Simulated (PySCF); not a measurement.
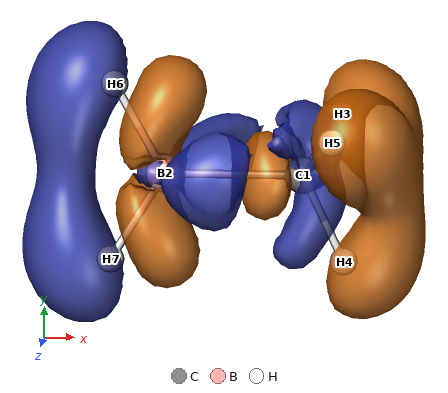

CH₅B, SMILES `CB`. Change of the electron density in a uniform field of 0.21 V/Å, surfaces at ±0.0015 e/Å³ (orange: gain, blue: loss).

PySCF calculation, PBE0/def2-TZVP, gas phase; geometry: GFN2-xTB. No frequency check shows the geometry to be a minimum. A basis without diffuse functions makes polarisabilities too small.

The field was applied in both directions; the picture shows the one opposite to the script's first.

> Along which Cartesian direction does the field point?

Along −x: electrons gather on the +x side, against the field.

> How large is the response?

The induced dipole is 0.32 D (along the field); α along this axis, from the fields in both directions, is 32 bohr³ (4.7 Å³).

Cost of the run: 21 s on 1 thread of Arm Neoverse V2 (shared host), peak memory 0.38 GiB.
